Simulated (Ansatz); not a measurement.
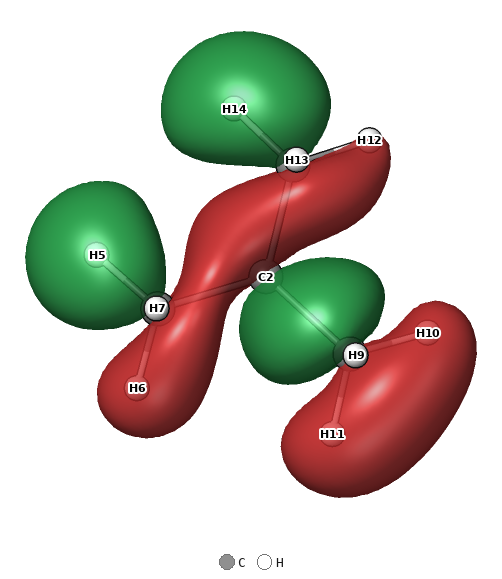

Figure. C$_{4}$H$_{10}$ (SMILES CC(C)C). The HOMO−1 at ±0.08 Å⁻³ᐟ² (green and red are the two phases), seen at a tilt.

Geometry: PBE0-D4/def2-TZVP.

Level of theory: Ansatz 0.2.0, RKS PBE0-D4/def2-TZVPP.

| atom | x (Å) | y (Å) | z (Å) |
| --- | --- | --- | --- |
| C | -0.5283 | 1.0800 | -0.8090 |
| C | -0.3307 | -0.0115 | 0.2325 |
| C | 0.8603 | 0.2987 | 1.1272 |
| C | -0.1752 | -1.3732 | -0.4285 |
| H | -1.4004 | 0.8793 | -1.4369 |
| H | -0.6687 | 2.0578 | -0.3407 |
| H | 0.3451 | 1.1486 | -1.4657 |
| H | -1.2284 | -0.0429 | 0.8637 |
| H | 1.7832 | 0.3408 | 0.5394 |
| H | 0.9917 | -0.4669 | 1.8964 |
| H | 0.7423 | 1.2628 | 1.6288 |
| H | -0.0621 | -2.1670 | 0.3146 |
| H | 0.7116 | -1.3907 | -1.0707 |
| H | -1.0403 | -1.6158 | -1.0511 |

Question: Where does this orbital lie, and at what energy?

Answer: It lies mainly on C2 (about 20 %), C3 (about 20 %), C4 (about 15 %) and C1 (about 15 %). It is one of a degenerate set, so its orientation is arbitrary. Its energy is −9.20 eV.
